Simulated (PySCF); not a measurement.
**C2H9NSi3: one change and its effect**

System: C2H9NSi3, SMILES C#C[SiH2]N([SiH3])[SiH3].
Method of run 1: GIAO WP04/pcSseg-1 NMR shielding, non-relativistic, gas phase (PySCF 2.14.0).

The geometry comes from this level: PBE0-D3(BJ)/def2-SVP. Text and figures count atoms from 1; the logs count them from 0 in places.

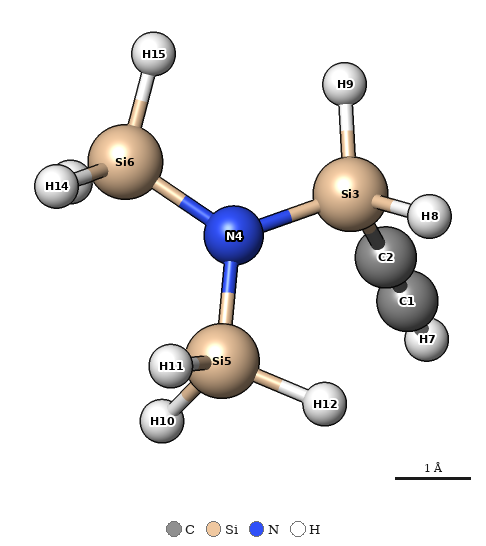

**Figure 1.** The structure as given in the input (ball-and-stick view, seen at a tilt; atoms are numbered from 1 in the order of the input).

### The input, run 1
```
{"job": {"kind": "nmr", "xc": "WP04", "basis": "pcSseg-1", "pop": false}, "charge": 0, "multiplicity": 1}
C      3.173391    -1.105028     0.281491
C      2.310605    -0.259303     0.131898
Si     0.972986     0.984412    -0.081917
N     -0.591222     0.209540    -0.182224
Si    -1.199968    -0.632661     1.238994
Si    -1.449151     0.040400    -1.705488
H      3.937252    -1.850804     0.414450
H      1.023081     1.907724     1.087546
H      1.212699     1.733197    -1.347431
H     -1.184155    -2.115819     1.050902
H     -2.607027    -0.216418     1.520038
H     -0.321509    -0.274396     2.391420
H     -1.131375    -1.246972    -2.398401
H     -2.917176     0.060460    -1.425149
H     -1.082190     1.171572    -2.606249
```

The first line tells a small driver script what to run in PySCF; the rest is the geometry in Å.

Hardware: 1 CPU thread, shared host.

### Output (run 1)
```
coarse grid: 13688 points
cycle   1  E = -1017.7016742170  dE =  1.871e-01  |g| = 8.355e-01  |ddm| = 3.673e+00
cycle   2  E = -1017.4067224835  dE =  2.950e-01  |g| = 1.350e+00  |ddm| = 1.810e+00
cycle   3  E = -1017.8345291195  dE = -4.278e-01  |g| = 2.618e-01  |ddm| = 1.380e+00
cycle   4  E = -1017.8484517471  dE = -1.392e-02  |g| = 1.283e-01  |ddm| = 2.914e-01
cycle   5  E = -1017.8514564315  dE = -3.005e-03  |g| = 7.114e-02  |ddm| = 1.172e-01
cycle   6  E = -1017.8527205452  dE = -1.264e-03  |g| = 7.225e-03  |ddm| = 5.428e-02
cycle   7  E = -1017.8527324363  dE = -1.189e-05  |g| = 1.068e-03  |ddm| = 8.179e-03
cycle   8  E = -1017.8527327614  dE = -3.252e-07  |g| = 2.143e-04  |ddm| = 1.759e-03
final grid: 117536 points
cycle   9  E = -1017.8953893774  dE = -1.596e-05  |g| = 4.224e-03  |ddm| = 2.881e-02
cycle  10  E = -1017.8953849250  dE =  4.452e-06  |g| = 6.107e-03  |ddm| = 9.592e-03
cycle  11  E = -1017.8953932570  dE = -8.332e-06  |g| = 1.212e-03  |ddm| = 5.550e-03
cycle  12  E = -1017.8953935659  dE = -3.090e-07  |g| = 1.878e-04  |ddm| = 1.118e-03
cycle  13  E = -1017.8953935744  dE = -8.454e-09  |g| = 4.926e-05  |ddm| = 2.276e-04
cycle  14  E = -1017.8953935743  dE =  1.050e-10  |g| = 5.412e-05  |ddm| = 7.309e-05
cycle  15  E = -1017.8953935750  dE = -7.449e-10  |g| = 5.987e-06  |ddm| = 3.582e-05
converged SCF energy = -1017.8953935750

GIAO shielding tensors (ppm)
atom      isotropic    diamagn.    paramagn.     s11        s22        s33       span
  0 C       77.650     261.860    -184.210     -9.650     -3.273    245.873    255.523
  1 C       92.087     258.657    -166.571    -10.634     -2.160    289.054    299.688
  2 Si     395.306     882.629    -487.324    356.841    379.536    449.539     92.699
  3 N      252.470     336.724     -84.254    236.520    255.451    265.440     28.920
  4 Si     386.521     882.075    -495.555    351.127    364.668    443.767     92.640
  5 Si     385.132     881.191    -496.059    350.120    355.922    449.355     99.235
  6 H       29.412      33.334      -3.923     24.694     24.773     38.768     14.074
  7 H       27.421      29.854      -2.433     23.942     25.924     32.398      8.456
  8 H       27.460      30.058      -2.598     23.995     26.481     31.904      7.908
  9 H       27.534      30.660      -3.125     24.497     25.503     32.602      8.104
 10 H       27.595      29.806      -2.211     24.222     25.720     32.842      8.621
 11 H       27.537      30.588      -3.051     24.089     26.784     31.737      7.648
 12 H       27.472      29.955      -2.483     24.021     25.655     32.740      8.719
 13 H       27.602      29.183      -1.581     24.198     26.056     32.552      8.353
 14 H       27.576      29.546      -1.970     24.186     26.243     32.298      8.112
```

For run 2 the input was changed thus:
```diff
-"xc": "WP04"
+"xc": "LC-wPBE"
```

Predict how the results change.

The total energies belong to different methods, so their difference says nothing on which is more stable or more accurate. The HOMO goes from −8.77 to −10.42 eV. The LUMO goes from −2.32 to 1.62 eV. The dipole moment goes from 0.39 to 0.50 D. Of all shieldings, the largest change is that of N4, by +25.4 ppm. The functional changes from WP04 to LC-wPBE. Exact exchange removes part of the self-interaction error of semilocal functionals, which pushes filled and empty levels apart. The SCF takes 13 iterations against 15.

### Output (run 2)
```
coarse grid: 13688 points
cycle   1  E = -1004.3218284287  dE =  2.272e-01  |g| = 4.858e-01  |ddm| = 3.506e+00
cycle   2  E = -1004.3547095739  dE = -3.288e-02  |g| = 3.877e-01  |ddm| = 7.258e-01
cycle   3  E = -1004.3834932706  dE = -2.878e-02  |g| = 8.329e-02  |ddm| = 2.928e-01
cycle   4  E = -1004.3851579143  dE = -1.665e-03  |g| = 2.787e-02  |ddm| = 1.089e-01
cycle   5  E = -1004.3853370235  dE = -1.791e-04  |g| = 8.524e-03  |ddm| = 4.221e-02
cycle   6  E = -1004.3853536302  dE = -1.661e-05  |g| = 3.391e-03  |ddm| = 9.319e-03
cycle   7  E = -1004.3853564246  dE = -2.794e-06  |g| = 3.926e-04  |ddm| = 4.541e-03
final grid: 117536 points
cycle   8  E = -1004.4356117579  dE = -3.177e-05  |g| = 7.006e-03  |ddm| = 3.629e-02
cycle   9  E = -1004.4356154493  dE = -3.691e-06  |g| = 5.252e-03  |ddm| = 6.523e-03
cycle  10  E = -1004.4356191119  dE = -3.663e-06  |g| = 1.027e-03  |ddm| = 3.392e-03
cycle  11  E = -1004.4356198294  dE = -7.175e-07  |g| = 1.381e-04  |ddm| = 8.231e-04
cycle  12  E = -1004.4356198386  dE = -9.221e-09  |g| = 4.399e-05  |ddm| = 3.961e-04
cycle  13  E = -1004.4356198394  dE = -7.103e-10  |g| = 2.199e-05  |ddm| = 7.469e-05
converged SCF energy = -1004.4356198394

GIAO shielding tensors (ppm)
atom      isotropic    diamagn.    paramagn.     s11        s22        s33       span
  0 C       78.717     261.940    -183.223     -7.815     -1.206    245.172    252.988
  1 C       97.125     262.883    -165.758     -5.147      2.628    293.895    299.043
  2 Si     403.794     880.239    -476.444    355.429    386.583    469.371    113.942
  3 N      277.838     333.812     -55.974    259.716    279.926    293.871     34.154
  4 Si     400.177     879.590    -479.413    359.711    370.928    469.890    110.179
  5 Si     397.973     878.735    -480.762    353.852    364.383    475.684    121.832
  6 H       28.905      32.065      -3.160     24.027     24.109     38.580     14.554
  7 H       26.669      28.637      -1.968     23.099     25.149     31.759      8.660
  8 H       26.650      28.925      -2.274     23.103     25.706     31.143      8.040
  9 H       26.756      29.564      -2.808     23.627     24.630     32.012      8.385
 10 H       26.776      28.969      -2.194     23.271     24.817     32.238      8.967
 11 H       26.652      29.370      -2.718     23.076     25.890     30.990      7.914
 12 H       26.706      28.836      -2.130     23.118     24.806     32.194      9.076
 13 H       26.745      28.405      -1.660     23.217     25.140     31.878      8.661
 14 H       26.702      28.592      -1.891     23.185     25.312     31.608      8.423
```

### The two runs side by side

| quantity | run 1 | run 2 |
| --- | --- | --- |
| outcome | converged | converged |
| total energy (hartree) | −1017.895394 | −1004.435620 |
| HOMO (eV) | −8.77 | −10.42 |
| LUMO (eV) | −2.32 | 1.62 |
| dipole moment (D) | 0.39 | 0.50 |
| shielding of C1 (ppm) | 77.7 | 78.7 |
| shielding of C2 (ppm) | 92.1 | 97.1 |
| shielding of Si3 (ppm) | 395.3 | 403.8 |
| shielding of N4 (ppm) | 252.5 | 277.8 |
| shielding of Si5 (ppm) | 386.5 | 400.2 |
| shielding of Si6 (ppm) | 385.1 | 398.0 |
| shielding of H12 (ppm) | 27.5 | 26.7 |
| SCF iterations | 15 | 13 |
| basis functions | 168 | 168 |
| wall time (shared host) | 19 s | 34 s |
